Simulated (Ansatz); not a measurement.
Single-point calculation of BSiNH$_{5}$ClO

System: BSiNH$_{5}$ClO.
Method: RKS PBE-D4/def2-TZVPP (Ansatz 0.2.0).

The geometry comes from this level: PBE0-D4/def2-TZVP. Figures and captions count atoms from 1; the log counts them from 0 in places.

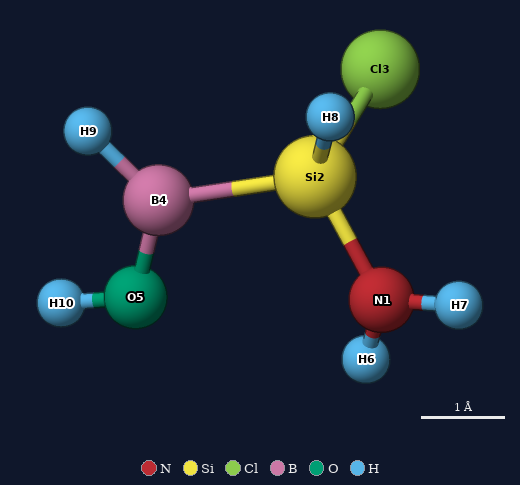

Fig. 1: The structure as given in the input (ball-and-stick view, seen at a tilt; atoms are numbered from 1 in the order of the input).

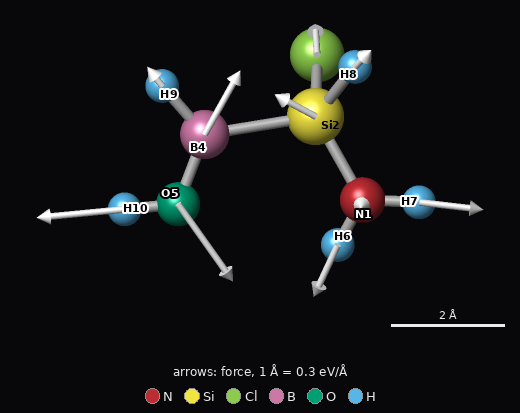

Fig. 2: Forces on the atoms as white arrows (ball-and-stick view, seen on its broad side; atoms are numbered from 1 in the order of the input). The largest act on O5 (0.53 eV/Å); H10 (0.48 eV/Å); B4 (0.40 eV/Å); H7 (0.35 eV/Å), among others. The geometry is not a stationary point of this energy.

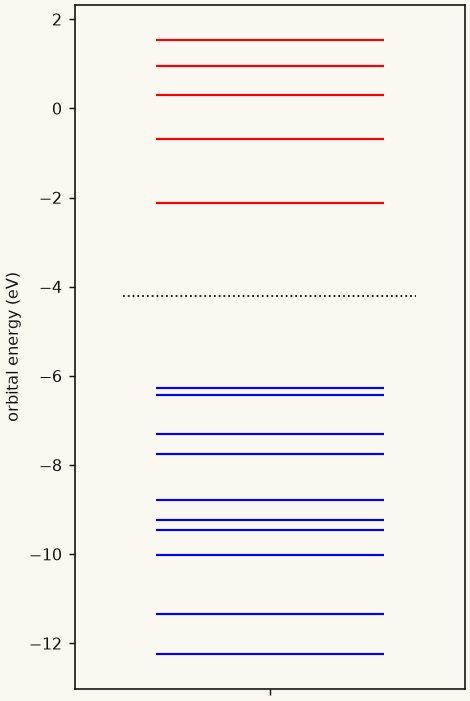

Fig. 3: Orbital energies near the frontier; the dotted line parts filled from empty levels, and levels within 0.02 eV of each other stand side by side. Highest filled −6.28 eV, lowest empty −2.12 eV, 4.16 eV apart.

These pictures come from the run below.

### Input
```yaml
crystal:
  periodic: [false, false, false]
  atoms:
    - {symbol: N, position_ang: [-1.220295, -0.524664, -1.106916]}
    - {symbol: Si, position_ang: [-0.409969, -0.735331, 0.377377]}
    - {symbol: Cl, position_ang: [0.905172, -2.366027, 0.433870]}
    - {symbol: B, position_ang: [0.789866, 0.847514, 0.749294]}
    - {symbol: O, position_ang: [1.121728, 1.626729, -0.304094]}
    - {symbol: H, position_ang: [-0.738388, -0.085314, -1.875325]}
    - {symbol: H, position_ang: [-1.915197, -1.178310, -1.429630]}
    - {symbol: H, position_ang: [-1.425928, -1.061526, 1.407786]}
    - {symbol: H, position_ang: [1.244489, 1.087435, 1.837579]}
    - {symbol: H, position_ang: [1.731623, 2.338293, -0.087240]}
basis:
  gaussian: {orbitals: def2-TZVPP}
hamiltonian: {xc: pbe, dispersion: d4}
output: {forces: true, orbitals: {seedname: orbitals}}
```

Command:
```bash
ansatz run in.yaml --threads 4 --pin off --events-out ev --progress --plain --max-ram 10444MiB
```

### Output
```
Functional definition: PBE
  name "PBE"
  cite "Perdew, Burke & Ernzerhof, Phys. Rev. Lett. 77, 3865 (1996) doi:10.1103/PhysRevLett.77.3865"
  parent pbe
  parameter kappa = 0.804
  parameter beta = 0.06672455060314922
  exchange = pbe_x(kappa = kappa, mu = beta*pi^2/3)
  correlation = pbe_c(beta = beta)
1352 factors; their error is unknown
mean field evaluation 1: about -24672.2476 eV, gradient 8.8e1 eV
mean field evaluation 2: about -24613.4084 eV, gradient 1.7e2 eV
mean field evaluation 4: about -24686.0020 eV, gradient 1.3e1 eV
mean field evaluation 8: about -24686.3997 eV, gradient 1.1e-1 eV
mean field evaluation 16: about -24686.3694 eV, gradient 6.3e-3 eV
mean field -24686.36937942 eV, -907.2073416716 hartree, gradient 5.4e-5 eV, S^2 0.000000; 0 other end points of the search recorded, 0 dependent functions left out
the calculation of the forces begins
reference -24686.36942412 eV, -907.2073433142 hartree; 28, 28 occupied and 219, 219 virtual orbitals, 1352 factors
Total energy: -24686.59696320 eV, -907.2157052213 hartree
Atom 0 at    -1.220295    -0.524664    -1.106916 Å, force    -0.123779     0.137789     0.053588 eV/Å
Atom 1 at    -0.409969    -0.735331     0.377377 Å, force     0.108198     0.140880     0.206474 eV/Å
Atom 2 at     0.905172    -2.366027     0.433870 Å, force     0.194686    -0.223204     0.024098 eV/Å
Atom 3 at     0.789866     0.847514     0.749294 Å, force    -0.136732    -0.253387     0.276331 eV/Å
Atom 4 at     1.121728     1.626729    -0.304094 Å, force    -0.178470    -0.061961    -0.496035 eV/Å
Atom 5 at    -0.738388    -0.085314    -1.875325 Å, force     0.146302     0.138252    -0.269810 eV/Å
Atom 6 at    -1.915197    -1.178310    -1.429630 Å, force    -0.239053    -0.213987    -0.135123 eV/Å
Atom 7 at    -1.425928    -1.061526     1.407786 Å, force    -0.126338    -0.033893     0.111103 eV/Å
Atom 8 at     1.244489     1.087435     1.837579 Å, force     0.050568     0.018925     0.123955 eV/Å
Atom 9 at     1.731623     2.338293    -0.087240 Å, force     0.304617     0.350586     0.105420 eV/Å
Dipole moment:    -0.003582     0.518827    -0.218988 e Å
```

### Key numbers

| quantity | value |
| --- | --- |
| outcome | converged |
| total energy | −24686.5970 eV |
| mean-field energy | −24686.3694 eV |
| dispersion energy | −0.2275 eV |
| SCF solution under orbital rotations | stable |
| HOMO | −6.28 eV |
| LUMO | −2.12 eV |
| largest force (length of the vector) | 0.531 eV/Å |
| dipole moment | 2.70 D |
| hardware | 4 threads of Arm Neoverse V1, 23 GiB of memory available, shared host |
| wall time | 2.5 s (CPU time 9.2 s) |
| peak memory | 0.33 GiB |
